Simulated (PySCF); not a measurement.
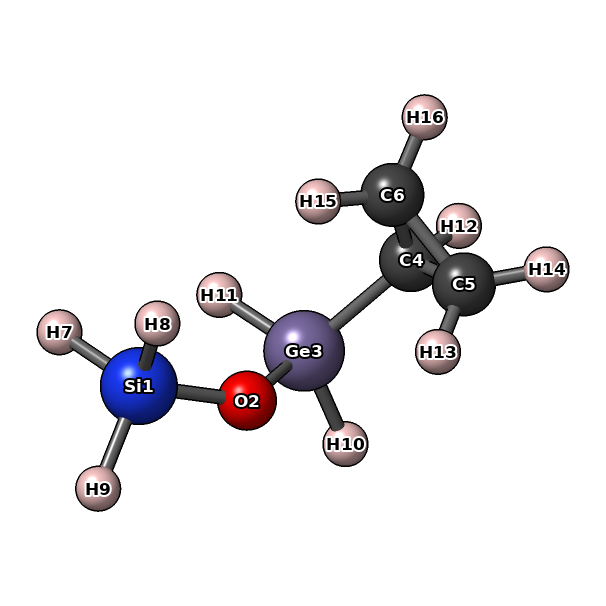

The thickness of each stick grows with its Mayer bond order. The geometry was computed by an optimisation with PBE0-D3(BJ)/def2-SVP. No frequency run is at hand to confirm it as a minimum. Computed with PBE0/pcSseg-1 (PySCF 2.14.0).

Which bond between heavy atoms has the lowest Mayer bond order?

O2–Ge3, 0.71, at 1.786 Å.

List the Mayer bond orders of Si1–O2, O2–Ge3, Ge3–C4, C4–C5, C4–C6, C5–C6 (bonds between heavy atoms, one of each equivalent set).

```
  bond  Mayer order  length (Å)
Si1–O2         0.96       1.652
O2–Ge3         0.71       1.786
Ge3–C4         0.88       1.929
 C4–C5         0.93       1.508
 C4–C6         0.93       1.507
 C5–C6         0.97       1.494
```
